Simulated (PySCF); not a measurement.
# Sb³⁺: dipole response in aug-cc-pwCVTZ-DK3 plus 1 even-tempered diffuse shell per l

Aim: the static polarisability and the C₆ coefficient of Sb³⁺, method by method.

Method: unrestricted determinants in a Gaussian basis, no spin-orbit coupling in the energies. Code: PySCF 2.14.0.

### Step 1. The atom as given

- Element: antimony (Z = 51)
- Basis: aug-cc-pwCVTZ-DK3 with one added diffuse shell each of s, p, d, f type (11s10p8d5f1g, 125 functions)
- Hamiltonian: the spin-free X2C one-electron Hamiltonian (Gaussian nucleus)
- State 1: Sb³⁺: [Kr] 4d10 5s2, closed-shell 1S
- Methods: UHF, PBE, PBE0, revPBE

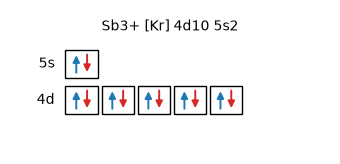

Occupation of the outer shells (arrows by Hund's rule).

One driver process ran all states and methods and kept the integrals in memory. Each run is shown as a PySCF script that sums up its settings (the driver passes frozen orbitals as a list and adds second-order terms of double hybrids); the logs are those of the runs themselves. The driver starts from symmetry-adapted Hartree-Fock orbitals, holds the occupation by maximum overlap and uses a logarithmic radial grid for functionals, so a plain start would take other cycles.

The integrals over 125 functions and the set-up took 7.8 s of CPU time.

### Step 2. Sb³⁺, method by method

Level: UHF.

input.py

```python
from pyscf import gto, scf, dft, mp, cc
import basis_set_exchange as bse
mol = gto.M(atom="Sb 0 0 0", charge=3, spin=0, symmetry="D2h",
            basis=gto.basis.parse(bse.get_basis("aug-cc-pwCVTZ-DK3", elements=["Sb"], fmt="nwchem", augment_diffuse=1)),
            nucmod="G")
mf = scf.UHF(mol).sfx2c1e()
mf.irrep_nelec = {'Ag': (9, 9), 'B1g': (2, 2), 'B2g': (2, 2), 'B3g': (2, 2), 'B1u': (3, 3), 'B2u': (3, 3), 'B3u': (3, 3)}
mf.kernel()
```

What it wrote:

```text
damping factor = 0
level_shift factor = 0
DIIS = <class 'pyscf.scf.diis.CDIIS'>
diis_start_cycle = 1
diis_space = 10
diis_damp = 0
SCF conv_tol = 1e-09
SCF conv_tol_grad = None
number electrons alpha = 24  beta = 24
cycle= 1 E= -6475.94852242596  delta_E= -5.91e-11  |g|= 4.88e-06  |ddm|= 0.000115
converged SCF energy = -6475.94852242596  <S^2> = -1.4210855e-14  2S+1 = 1
```

It used 23 s of CPU time after the integrals (shared host).

Orbital energies by shell (radii are means over both spins):

| shell | electrons | mean orbital energy (eV) | spread (eV) | rms radius (bohr) |
| --- | --- | --- | --- | --- |
| 1s | 2 | -30669.7 | 0 | 0.0326 |
| 2s | 2 | -4787.6 | 0 | 0.133 |
| 2p | 6 | -4297.2 | 0 | 0.118 |
| 3s | 2 | -1003.3 | 0 | 0.352 |
| 3p | 6 | -838.99 | 0 | 0.352 |
| 3d | 10 | -587.62 | 0 | 0.331 |
| 4s | 2 | -205.82 | 0 | 0.843 |
| 4p | 6 | -152.87 | 0 | 0.912 |
| 4d | 10 | -73.400 | 0 | 1.10 |
| 5s | 2 | -41.878 | 0 | 2.19 |

⟨S²⟩ = 0.000, ⟨L²⟩ = 0.00.

The driver then solved the coupled dipole response at imaginary frequencies: mean α = 12.16 bohr³, C₆ = 59.43 au for a like pair.

Level: PBE.

Changes to input.py:

```diff
@@ -5,3 +5,3 @@
             nucmod="G")
-mf = scf.UHF(mol).sfx2c1e()
+mf = dft.UKS(mol, xc="PBE").sfx2c1e()
 mf.irrep_nelec = {'Ag': (9, 9), 'B1g': (2, 2), 'B2g': (2, 2), 'B3g': (2, 2), 'B1u': (3, 3), 'B2u': (3, 3), 'B3u': (3, 3)}
```

What it wrote:

```text
damping factor = 0
level_shift factor = 0
DIIS = <class 'pyscf.scf.diis.CDIIS'>
diis_start_cycle = 1
diis_space = 10
diis_damp = 0
SCF conv_tol = 1e-09
SCF conv_tol_grad = None
number electrons alpha = 24  beta = 24
XC functionals = PBE
    J. P. Perdew, K. Burke, and M. Ernzerhof.,  Phys. Rev. Lett. 77, 3865 (1996)
    J. P. Perdew, K. Burke, and M. Ernzerhof.,  Phys. Rev. Lett. 78, 1396 (1997)
    J. P. Perdew, K. Burke, and M. Ernzerhof.,  Phys. Rev. Lett. 77, 3865 (1996)
    J. P. Perdew, K. Burke, and M. Ernzerhof.,  Phys. Rev. Lett. 78, 1396 (1997)
cycle= 1 E= -6478.26902012407  delta_E= -0.018  |g|= 0.0585  |ddm|= 0.727
cycle= 2 E= -6478.26909759211  delta_E= -7.75e-05  |g|= 0.0153  |ddm|= 0.0388
cycle= 3 E= -6478.26910384792  delta_E= -6.26e-06  |g|= 0.0038  |ddm|= 0.00872
cycle= 4 E= -6478.2691052665  delta_E= -1.42e-06  |g|= 0.000292  |ddm|= 0.00261
cycle= 5 E= -6478.26910527911  delta_E= -1.26e-08  |g|= 7.05e-06  |ddm|= 0.000313
cycle= 6 E= -6478.26910527911  delta_E= -5.46e-12  |g|= 3.54e-08  |ddm|= 1.25e-05
converged SCF energy = -6478.26910527911  <S^2> = -1.7763568e-14  2S+1 = 1
```

It used 16 s of CPU time after the integrals (shared host).

The driver then solved the coupled dipole response at imaginary frequencies: mean α = 10.29 bohr³, C₆ = 49.23 au for a like pair.

Level: PBE0.

Changes to input.py:

```diff
@@ -5,3 +5,3 @@
             nucmod="G")
-mf = dft.UKS(mol, xc="PBE").sfx2c1e()
+mf = dft.UKS(mol, xc="PBE0").sfx2c1e()
 mf.irrep_nelec = {'Ag': (9, 9), 'B1g': (2, 2), 'B2g': (2, 2), 'B3g': (2, 2), 'B1u': (3, 3), 'B2u': (3, 3), 'B3u': (3, 3)}
```

What it wrote:

```text
damping factor = 0
level_shift factor = 0
DIIS = <class 'pyscf.scf.diis.CDIIS'>
diis_start_cycle = 1
diis_space = 10
diis_damp = 0
SCF conv_tol = 1e-09
SCF conv_tol_grad = None
number electrons alpha = 24  beta = 24
XC functionals = PBE0
    C. Adamo and V. Barone.,  J. Chem. Phys. 110, 6158 (1999)
    M. Ernzerhof and G. E. Scuseria.,  J. Chem. Phys. 110, 5029 (1999)
cycle= 1 E= -6478.33907049792  delta_E= -0.01  |g|= 0.0352  |ddm|= 0.555
cycle= 2 E= -6478.33913341673  delta_E= -6.29e-05  |g|= 0.00641  |ddm|= 0.0404
cycle= 3 E= -6478.33913699804  delta_E= -3.58e-06  |g|= 0.00369  |ddm|= 0.0105
cycle= 4 E= -6478.33913834421  delta_E= -1.35e-06  |g|= 0.00016  |ddm|= 0.00231
cycle= 5 E= -6478.33913834663  delta_E= -2.42e-09  |g|= 1.33e-05  |ddm|= 0.000299
cycle= 6 E= -6478.33913834666  delta_E= -2.82e-11  |g|= 4.7e-08  |ddm|= 1.5e-05
converged SCF energy = -6478.33913834666  <S^2> = -1.0658141e-14  2S+1 = 1
```

It used 38 s of CPU time after the integrals (shared host).

The driver then solved the coupled dipole response at imaginary frequencies: mean α = 10.74 bohr³, C₆ = 51.59 au for a like pair.

Level: revPBE.

Changes to input.py:

```diff
@@ -5,3 +5,3 @@
             nucmod="G")
-mf = dft.UKS(mol, xc="PBE0").sfx2c1e()
+mf = dft.UKS(mol, xc="PBE_R,PBE").sfx2c1e()
 mf.irrep_nelec = {'Ag': (9, 9), 'B1g': (2, 2), 'B2g': (2, 2), 'B3g': (2, 2), 'B1u': (3, 3), 'B2u': (3, 3), 'B3u': (3, 3)}
```

What it wrote:

```text
damping factor = 0
level_shift factor = 0
DIIS = <class 'pyscf.scf.diis.CDIIS'>
diis_start_cycle = 1
diis_space = 10
diis_damp = 0
SCF conv_tol = 1e-09
SCF conv_tol_grad = None
number electrons alpha = 24  beta = 24
XC functionals = PBE_R,PBE
    Y. Zhang and W. Yang.,  Phys. Rev. Lett. 80, 890 (1998)
    J. P. Perdew, K. Burke, and M. Ernzerhof.,  Phys. Rev. Lett. 77, 3865 (1996)
    J. P. Perdew, K. Burke, and M. Ernzerhof.,  Phys. Rev. Lett. 78, 1396 (1997)
cycle= 1 E= -6478.53875943065  delta_E= -0.0168  |g|= 0.0566  |ddm|= 0.785
cycle= 2 E= -6478.53884212249  delta_E= -8.27e-05  |g|= 0.0122  |ddm|= 0.0435
cycle= 3 E= -6478.53884623499  delta_E= -4.11e-06  |g|= 0.00127  |ddm|= 0.00798
cycle= 4 E= -6478.53884636082  delta_E= -1.26e-07  |g|= 0.000291  |ddm|= 0.00094
cycle= 5 E= -6478.53884637202  delta_E= -1.12e-08  |g|= 1.16e-05  |ddm|= 0.000242
cycle= 6 E= -6478.53884637202  delta_E= -9.09e-12  |g|= 7.75e-08  |ddm|= 1.82e-05
converged SCF energy = -6478.53884637202  <S^2> = -2.1316282e-14  2S+1 = 1
```

CPU time 15 s on a shared host, the integrals not counted.

The driver then solved the coupled dipole response at imaginary frequencies: mean α = 10.45 bohr³, C₆ = 50.16 au for a like pair.

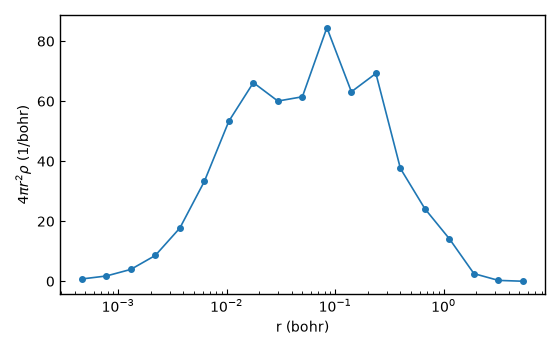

Radial density 4πr²ρ of Sb³⁺ at UHF, without picture-change correction, at 19 stored radii joined by straight lines.

### Step 3. Polarisabilities and C₆

Sb³⁺, in atomic units:

| method | mean α | C₆ (like pair) | S(−4) |
| --- | --- | --- | --- |
| UHF | 12.16 | 59.43 | 62.71 |
| PBE | 10.29 | 49.23 | 41.94 |
| PBE0 | 10.74 | 51.59 | 46.60 |
| revPBE | 10.45 | 50.16 | 43.47 |

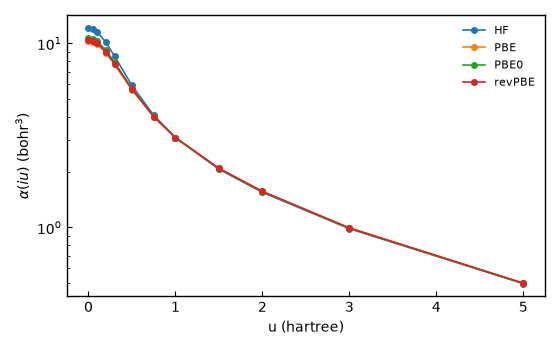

α(iu) of Sb³⁺, the polarisability at imaginary frequency, on a logarithmic scale.

### Step 4. Summary of results

```
 quantity                             value
α of Sb³⁺  10.29 (PBE) to 12.16 (UHF) bohr³
```

**Reading.** A single London oscillator with the computed α and C₆ of Sb³⁺ at UHF would have ω = 4 C₆ / (3 α²) = 0.536 hartree. The basis is finite, and no extrapolation was made.
